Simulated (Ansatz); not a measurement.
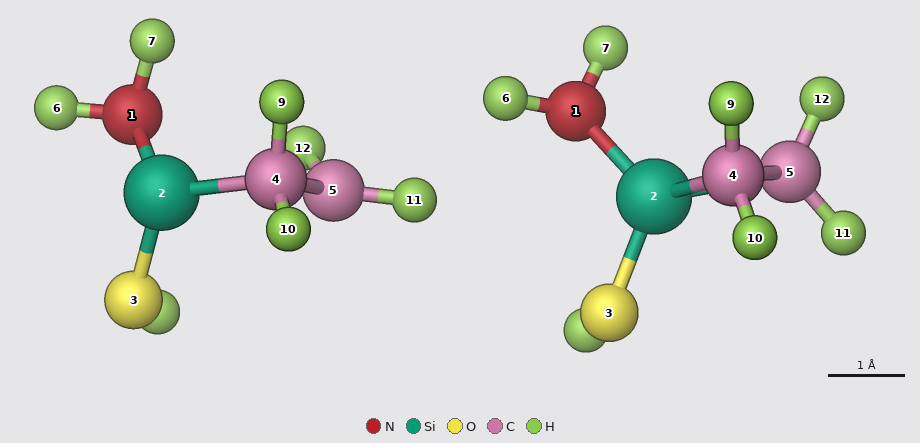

Two geometries of C₂H₇NOSi, drawn at one scale. One is the start of a relaxation, the other its converged end. Style: ball-and-stick. Shown at a tilt.

Computed with Ansatz, RKS B3LYP/def2-SVP. (no spin polarisation; force threshold 0.015 eV/Å; at most 40 steps)

Q: Which geometry has the lower energy?

A: The right one is the relaxed one. The run prepares an end point of a later path (torsion) calculation, from a guessed geometry. An H atom moves most after the best rigid fit: 1.16 Å. By element the largest moves are H 1.16 Å, Si 0.63 Å, O 0.28 Å, C 0.25 Å, N 0.22 Å. Some distances before and after: C–Si 2.318 → 1.838 Å, C–C 1.500 → 1.600 Å, C–H 1.022 → 1.097 Å, N–Si 1.654 → 1.724 Å. New bonds form: C–Si (2.32 → 1.84 Å). Among the angles between lasting bonds that change: Si–C–C 89.5° → 64.3°, Si–N–H 107.3° → 119.2°, Si–C–H 110.8° → 121.1°. Groups turn about C–C by about 60°. Over 16 accepted moves (18 points after the start) the energy falls by 3.552 eV. Largest force component: 4.3 eV/Å at the start, 0.0068 eV/Å at the end. The line search rejected the trial steps at points 12, 14 of the run. The run took 59 s on 2 threads of Arm Neoverse V1, on a shared host, peak memory 0.24 GiB.
